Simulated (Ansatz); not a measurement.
**BClH$_{2}$: density, localisation and related maps**

Input

```
crystal:
  periodic: [false, false, false]
  atoms:
    - { symbol: B, position_ang: [-0.286716, 0.0, -0.863407] }
    - { symbol: Cl, position_ang: [1.43835, 0.0, 1.661841] }
    - { symbol: H, position_ang: [1.759155, 0.0, 0.362028] }
    - { symbol: H, position_ang: [-1.374488, 0.0, -0.273461] }
basis:
  gaussian: { orbitals: def2-SVP }
hamiltonian:
  xc: b3lyp
  dispersion: d4
relax:
  f_tol: 0.03
  max_steps: 50
output:
  orbitals: {}
```

Run with:

```sh
ansatz run input.yaml --threads 1 --pin off --max-ram 2048MiB --backend cpu --events-out ev --progress --plain --runs-dir out
```

The fields are those of the run's last geometry, not of the input's.

These are results of Ansatz, RKS B3LYP-D4/def2-SVP, not measurements.

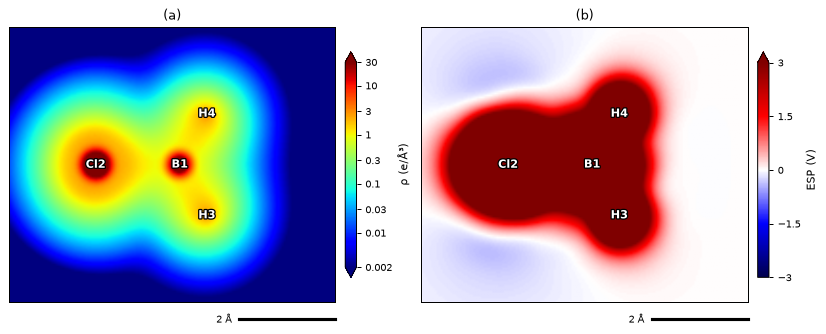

Figure 1. (a) total electron density; (b) molecular electrostatic potential on the molecular plane.

What do the fields say about this system?

Answer. Atoms in the plane: B, Cl and H. B–Cl (1.75 Å): the density is about 1.4 e/Å³ at the midpoint. B–H (1.20 Å): ρ is about 1.2 e/Å³ halfway. Outside the dense part of the molecule the potential is most negative (−0.4 V) near Cl2.

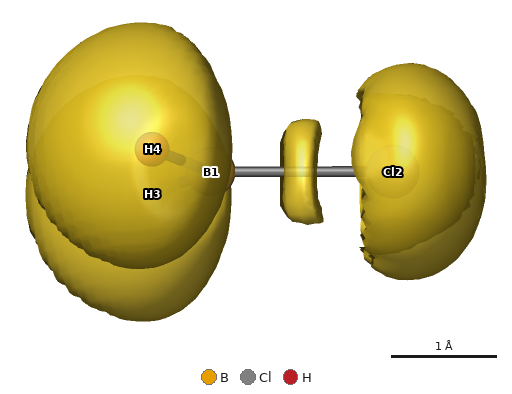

Figure 2. Isosurface of the electron localisation function at 0.85 (yellow), seen from one side. Only the valence region is drawn (cores and ρ < 0.01 e/Å³ removed).

Where are the electrons localised?

Answer. The surface consists of one region between bonded B–Cl atoms (shared pairs), two regions around hydrogen nuclei and one ring or bowl of non-bonding electrons around Cl. Profiles from the grid: B–Cl (1.75 Å): the ELF peaks at about 0.90 between the atoms (a polar covalent bond). B–H (1.20 Å): the ELF climbs to about 1 towards the hydrogen, as it does in any bond to H; an ordinary covalent bond to hydrogen.

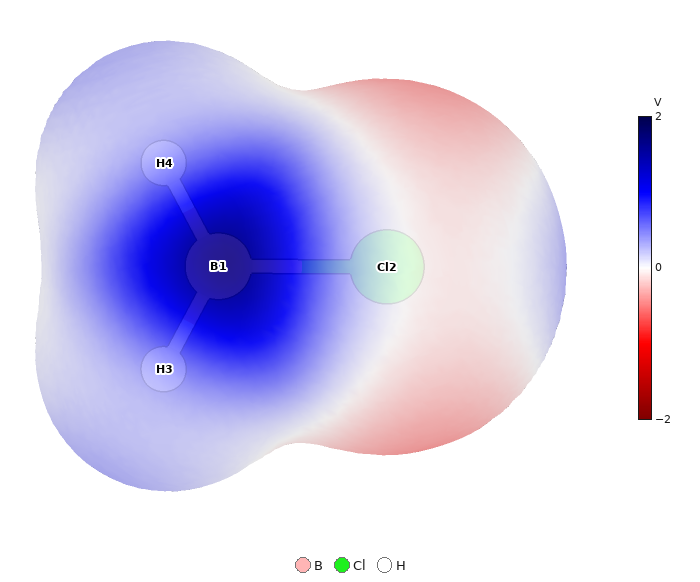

Figure 3. The electrostatic potential painted on the density surface at 0.002 e/bohr³, seen across its widest extent; red is negative and blue positive.

Describe the electrostatic potential map.

Answer. The most negative region (about −0.4 V, or −9 kcal/mol for a unit charge) lies over Cl2, the most positive (about +1.6 V, or +37 kcal/mol for a unit charge) over B1. Cl2 shows a σ-hole: about +0.3 V at the tip opposite its bond, against about −0.2 V on its flanks.
